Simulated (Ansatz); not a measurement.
# CH4BN: interaction energy of a dimer with the counterpoise correction, by script

How strongly do two molecules of CH4BN bind, and how much of that is basis error? A script is to give the interaction energy of a dimer with the counterpoise correction; the system is CH4BN. SMILES: BC=N.

Computed with Ansatz 0.2.0, driven from Python. Level of theory: PBE/cc-pVDZ.

## 1. The structure

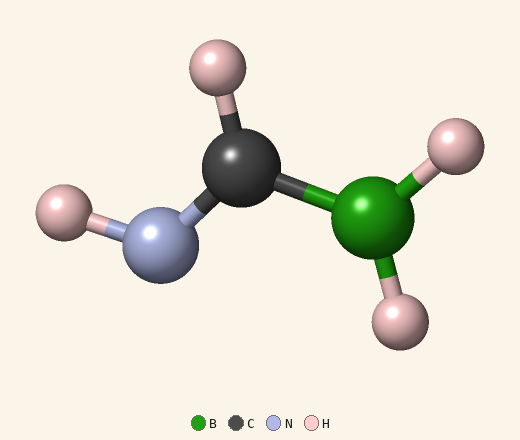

The starting structure, viewed from a chosen angle; boron green, carbon dark grey, nitrogen light blue, hydrogen pink.

No structure file is read: the coordinates are typed or built in the script.

## 2. The code

Input file ch4bn_dimer.py:

```python
'''Binding of a CH4BN dimer at a trial geometry.'''

import ansatz as az

FIRST = [
    ('B', (-0.8688, 0.3144, -0.595)),
    ('C', (0.3126, 0.1041, 0.3156)),
    ('N', (0.8401, -1.0459, 0.3287)),
    ('H', (-1.27, -0.4987, -1.2885)),
    ('H', (-1.4263, 1.4168, -0.6468)),
    ('H', (0.6981, 0.9298, 0.933)),
    ('H', (1.714, -1.2205, 0.9527)),
]
SECOND = [
    ('B', (-1.5866, 0.1897, -3.9417)),
    ('C', (-2.8081, 1.0709, -3.919)),
    ('N', (-2.6241, 2.3185, -3.8158)),
    ('H', (-0.5229, 0.6029, -3.9108)),
    ('H', (-1.7058, -1.0372, -4.0378)),
    ('H', (-3.8154, 0.6345, -3.9997)),
    ('H', (-3.4851, 2.9834, -3.8278)),
]

def energy(atoms, ghosts=()):
    molecule = az.Crystal.molecule()
    for symbol, xyz in atoms:
        molecule = molecule.atom(symbol, xyz)
    calc = (
        molecule.calculation()
        .basis(gaussian='cc-pVDZ')
        .functional('PBE')
    )
    deck = calc.input()
    if ghosts:
        deck = deck.set(az.key.basis.gaussian.ghost_atoms, [{'symbol': s, 'position_ang': list(xyz)} for s, xyz in ghosts])
    return az.Session.from_dict(deck).plan().execute().report['free_energy_ev']


def main() -> None:
    # monomers in their own basis and in the basis of the dimer
    both = energy(FIRST + SECOND)
    alone = energy(FIRST) + energy(SECOND)
    ghosted = energy(FIRST, SECOND) + energy(SECOND, FIRST)
    print(f'dimer {both:.6f} eV')
    print(f'interaction, uncorrected   {(both - alone):8.3f} eV')
    print(f'interaction, counterpoise  {(both - ghosted):8.3f} eV')
    print(f'basis-set superposition    {(alone - ghosted):8.3f} eV')


if __name__ == '__main__':
    main()
```

## 3. The input behind the calls

The package turns the script's settings into the engine's input (first run):

```yaml
crystal:
  periodic: [false, false, false]
  atoms:
    - { symbol: B, position_ang: [-0.8688, 0.3144, -0.595] }
    - { symbol: C, position_ang: [0.3126, 0.1041, 0.3156] }
    - { symbol: "N", position_ang: [0.8401, -1.0459, 0.3287] }
    - { symbol: H, position_ang: [-1.27, -0.4987, -1.2885] }
    - { symbol: H, position_ang: [-1.4263, 1.4168, -0.6468] }
    - { symbol: H, position_ang: [0.6981, 0.9298, 0.933] }
    - { symbol: H, position_ang: [1.714, -1.2205, 0.9527] }
    - { symbol: B, position_ang: [-1.5866, 0.1897, -3.9417] }
    - { symbol: C, position_ang: [-2.8081, 1.0709, -3.919] }
    - { symbol: "N", position_ang: [-2.6241, 2.3185, -3.8158] }
    - { symbol: H, position_ang: [-0.5229, 0.6029, -3.9108] }
    - { symbol: H, position_ang: [-1.7058, -1.0372, -4.0378] }
    - { symbol: H, position_ang: [-3.8154, 0.6345, -3.9997] }
    - { symbol: H, position_ang: [-3.4851, 2.9834, -3.8278] }
basis:
  gaussian:
    orbitals: cc-pVDZ
hamiltonian:
  xc: pbe
```

## 4. Launch

Command:

```
python ch4bn_dimer.py
```

Log:

```text
dimer -6524.075013 eV
interaction, uncorrected     -0.057 eV
interaction, counterpoise    -0.039 eV
basis-set superposition       0.018 eV
```

Wall time 9 s (1 thread of Arm Neoverse V2, shared host); peak memory 0.22 GiB.

## 5. Inputs of later runs

The engine's inputs for some of the other runs:

Run 2, against run 1:

```diff
@@ -11,7 +10,0 @@
-    - { symbol: B, position_ang: [-1.5866, 0.1897, -3.9417] }
-    - { symbol: C, position_ang: [-2.8081, 1.0709, -3.919] }
-    - { symbol: "N", position_ang: [-2.6241, 2.3185, -3.8158] }
-    - { symbol: H, position_ang: [-0.5229, 0.6029, -3.9108] }
-    - { symbol: H, position_ang: [-1.7058, -1.0372, -4.0378] }
-    - { symbol: H, position_ang: [-3.8154, 0.6345, -3.9997] }
-    - { symbol: H, position_ang: [-3.4851, 2.9834, -3.8278] }
```

Run 3, against run 1:

```diff
@@ -4,7 +3,0 @@
-    - { symbol: B, position_ang: [-0.8688, 0.3144, -0.595] }
-    - { symbol: C, position_ang: [0.3126, 0.1041, 0.3156] }
-    - { symbol: "N", position_ang: [0.8401, -1.0459, 0.3287] }
-    - { symbol: H, position_ang: [-1.27, -0.4987, -1.2885] }
-    - { symbol: H, position_ang: [-1.4263, 1.4168, -0.6468] }
-    - { symbol: H, position_ang: [0.6981, 0.9298, 0.933] }
-    - { symbol: H, position_ang: [1.714, -1.2205, 0.9527] }
```

Run 5, against run 1:

```diff
@@ -4,7 +3,0 @@
-    - { symbol: B, position_ang: [-0.8688, 0.3144, -0.595] }
-    - { symbol: C, position_ang: [0.3126, 0.1041, 0.3156] }
-    - { symbol: "N", position_ang: [0.8401, -1.0459, 0.3287] }
-    - { symbol: H, position_ang: [-1.27, -0.4987, -1.2885] }
-    - { symbol: H, position_ang: [-1.4263, 1.4168, -0.6468] }
-    - { symbol: H, position_ang: [0.6981, 0.9298, 0.933] }
-    - { symbol: H, position_ang: [1.714, -1.2205, 0.9527] }
@@ -20,0 +14,8 @@
+    ghost_atoms:
+      - { symbol: B, position_ang: [-0.8688, 0.3144, -0.595] }
+      - { symbol: C, position_ang: [0.3126, 0.1041, 0.3156] }
+      - { symbol: "N", position_ang: [0.8401, -1.0459, 0.3287] }
+      - { symbol: H, position_ang: [-1.27, -0.4987, -1.2885] }
+      - { symbol: H, position_ang: [-1.4263, 1.4168, -0.6468] }
+      - { symbol: H, position_ang: [0.6981, 0.9298, 0.933] }
+      - { symbol: H, position_ang: [1.714, -1.2205, 0.9527] }
```

## 6. The runs side by side

From the records of these 5 runs:

```
run    system  ghost atoms  energy (eV)  SCF cycles  CPU time (s)
  1  C2H8B2N2      not set   -6524.0750          19           2.8
  2     CH4BN      not set   -3262.0090          16          0.67
  3     CH4BN      not set   -3262.0092          16          0.68
  4     CH4BN  a list of 7   -3262.0145          16           2.2
  5     CH4BN  a list of 7   -3262.0216          16           2.2
```

Totals carry meaning only in balanced differences at one level of theory.

## 7. What came out

| quantity | value |
| --- | --- |
| interaction energy, uncorrected | -0.057 eV |
| interaction energy, counterpoise | -0.039 eV |
| runs compared | 5 |

**Reading.** The counterpoise correction takes away 32 % of the apparent binding. Uncorrected it is -0.057 eV, with the counterpoise correction -0.039 eV; the difference, 0.02 eV, is the superposition error. Caveats:
- The dimer is a generated trial pose of unrelaxed monomers, not a minimum, so the figure is no binding energy, and the basis set is small.
- This level lacks the dispersion part of the attraction (electrostatics and induction are there), which can decide the sign where the interaction is weak.
